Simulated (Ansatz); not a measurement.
CH₆AlBS

```xyz
10

C    -0.8983    1.6680   -0.2925
B    -0.6337    0.1244   -0.0003
Al    0.6385   -0.6284    1.5126
S     0.9528   -0.6231   -0.9746
H    -1.6178    2.0814    0.4444
H     0.0078    2.3070   -0.2626
H    -1.3543    1.7905   -1.2999
H    -1.5568   -0.6843   -0.0237
H     1.7514   -1.6571    2.0736
H     0.5478   -1.9129   -1.1578
```

These are results of Ansatz, RKS PBE-D4/def2-SVP, not measurements.

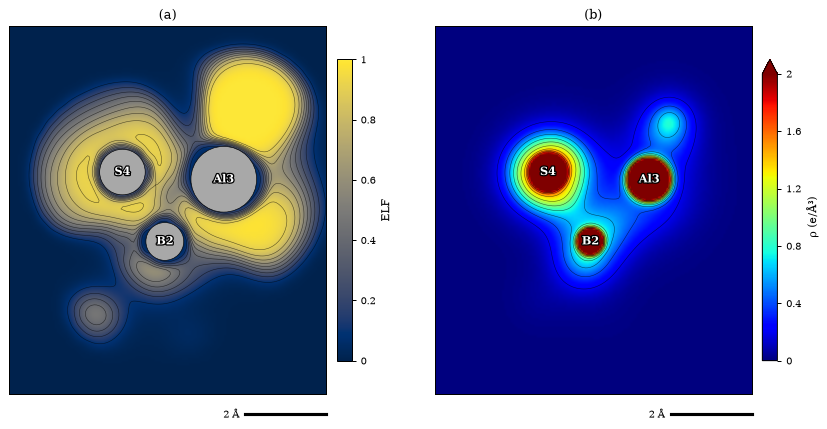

Figure 1. (a) ELF; (b) total electron density on the plane of atoms B2, S4 and Al3. Grey discs cover the atomic cores in the ELF map.

What do the fields say about this system?

The section cuts through B, Al and S sites.
B–S (2.01 Å): ρ at the midpoint is about 0.84 e/Å³, with its minimum of 0.66 e/Å³ about 0.7 Å from B; the ELF peaks at about 0.90 between the atoms, as expected for a shared electron pair.
Al–B (2.12 Å): ρ at the midpoint is about 0.48 e/Å³; the ELF peaks at about 0.85 between the atoms, as expected for a covalent bond.
Al–S (2.51 Å): ρ is about 0.37 e/Å³ halfway, with its minimum of 0.28 e/Å³ about 0.9 Å from Al; the ELF peaks at about 0.85 in the valence shell of S, 0.9 Å from its nucleus, and is about 0.70 at the midpoint.
The ELF also peaks beside Al3 and S4, away from the bonds: lone-pair regions.

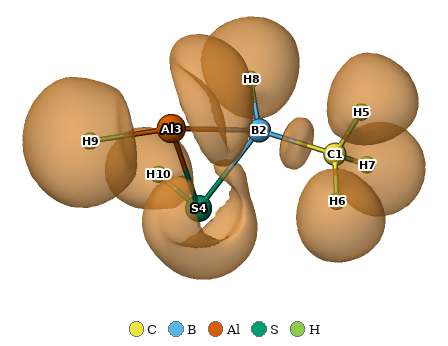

Figure 2. Isosurface of the ELF at 0.85 (orange), seen from one side. Core shells and regions of very low density are left out.

Where are the electrons localised?

The surface consists of one region between bonded B–C atoms (shared pairs), six regions around hydrogen nuclei, one region on S in which the atom's valence shell and bonds are merged and one lobe on Al, pointing away from the bonds (lone pairs). Profiles from the grid: C–B (1.59 Å): the ELF peaks at about 1 between the atoms (a shared electron pair).

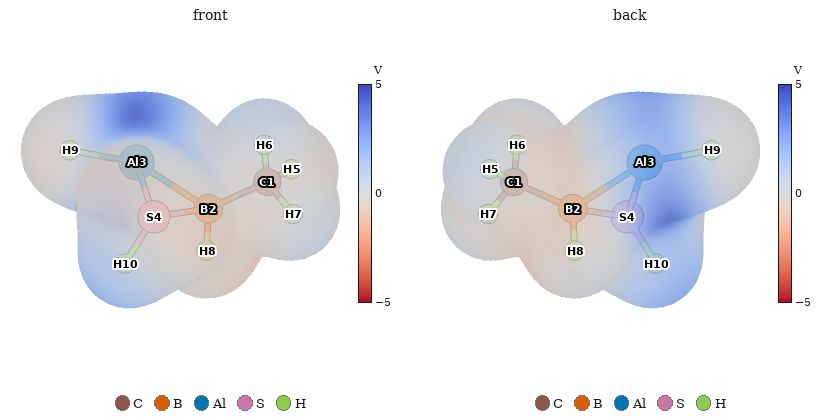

Figure 3. The electrostatic potential painted on the density surface at 0.004 e/bohr³, seen from the front and from behind; red is negative and blue positive.

Describe the electrostatic potential map.

The most negative region (about −0.6 V) lies over C1, the most positive (about +4.1 V) over Al3.
